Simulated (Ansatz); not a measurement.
Input

```
crystal:
  periodic: [false, false, false]
  atoms:
    - { symbol: Al, position_ang: [-0.00459, 0.678191, -0.537325] }
    - { symbol: H, position_ang: [0.124607, 0.195154, 2.176243] }
    - { symbol: "N", position_ang: [1.556765, -0.062423, -0.897125] }
    - { symbol: H, position_ang: [1.706391, -0.856821, -1.518894] }
    - { symbol: H, position_ang: [2.446745, 0.319321, -0.568308] }
    - { symbol: "N", position_ang: [-1.569169, -0.003066, -0.995847] }
    - { symbol: H, position_ang: [-1.748779, -0.94772, -1.336765] }
    - { symbol: H, position_ang: [-2.429932, 0.549221, -0.967855] }
    - { symbol: F, position_ang: [-0.010192, 2.168099, 0.231043] }
    - { symbol: H, position_ang: [0.065154, 0.858244, 1.896833] }
basis:
  gaussian: { orbitals: "6-31G*" }
hamiltonian:
  xc: lda
relax:
  f_tol: 0.03
  max_steps: 50
output:
  orbitals: {}
```

Run with:

```sh
ansatz run input.yaml --threads 1 --pin off --max-ram 2048MiB --backend cpu --events-out ev --progress --plain --runs-dir out
```

The fields are those of the run's last geometry, not of the input's.

The calculation used Ansatz, RKS LDA/6-31G*.

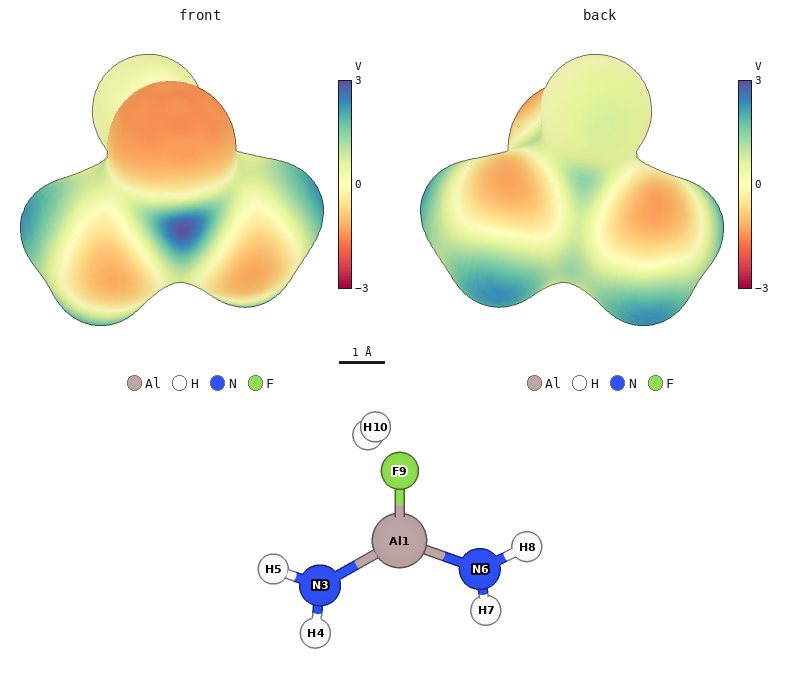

AlFH₄N₂···H₂. The molecular electrostatic potential painted on the density surface at 0.004 e/bohr³, seen from the front and from behind; the colour scale runs from red (negative) to blue (positive). The bare structure is drawn below in the same view.

Which sites attract a positive test charge, and which a negative one?

A positive charge is drawn to the negative regions and a negative charge to the positive ones. The most negative region (about −1.5 V, or −35 kcal/mol for a unit charge) lies over F9, the most positive (about +2.5 V, or +58 kcal/mol for a unit charge) over Al1.
